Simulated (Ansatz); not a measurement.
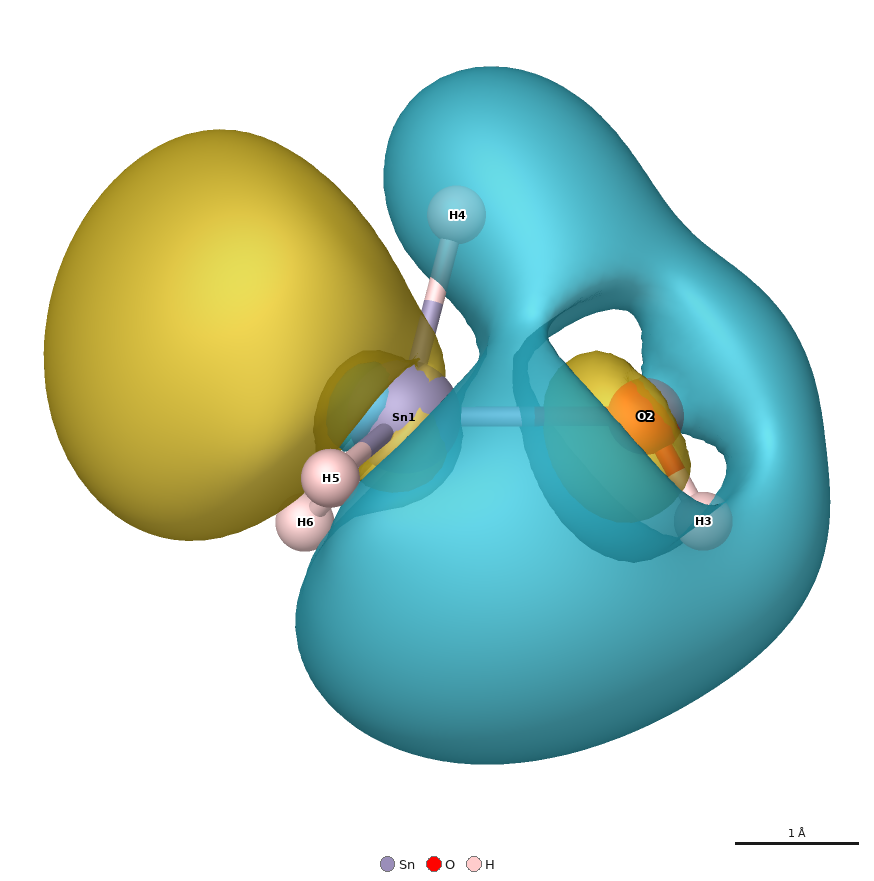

H4OSn. The LUMO at ±0.06 Å⁻³ᐟ² (yellow and cyan are the two phases), seen across its widest extent.

Core potentials replace the inner electrons of Sn; not at a stationary point (largest force 1.8 eV/Å).

The calculation used RKS BLYP-D4/def2-SVP in Ansatz.

The calculation's input:

```
crystal:
  periodic: [false, false, false]
  atoms:
    - { symbol: Sn, position_ang: [0.0, 0.0, 0.0] }
    - { symbol: O, position_ang: [1.2811, 0.0, 1.739] }
    - { symbol: H, position_ang: [0.3715, -0.2814, 2.0762] }
    - { symbol: H, position_ang: [1.8761, 0.0, 0.4941] }
    - { symbol: H, position_ang: [-0.8195, 1.4198, -0.5794] }
    - { symbol: H, position_ang: [-0.8195, -1.4198, -0.5794] }
basis:
  gaussian: { orbitals: def2-SVP }
hamiltonian:
  xc: blyp
  dispersion: d4
relax:
  f_tol: 0.15
  max_steps: 25
  restrain:
    - { distance: [1, 3], at: 2.21, k: 30.0 }
    - { distance: [0, 1], at: 1.96, k: 30.0 }
    - { distance: [0, 3], at: 1.74, k: 30.0 }
output:
  orbitals: {}
```

Launched as:

```sh
ansatz run input.yaml --threads 1 --pin off --max-ram 2048MiB --backend cpu --events-out ev --progress --plain --runs-dir out
```

The fields are those of the run's last geometry, not of the input's.

> Where does this orbital lie, and at what energy?

By Hirshfeld shares it lies mainly on Sn1 (about 65 %), O2 (about 15 %) and H4 (about 10 %). Its energy is −1.40 eV.
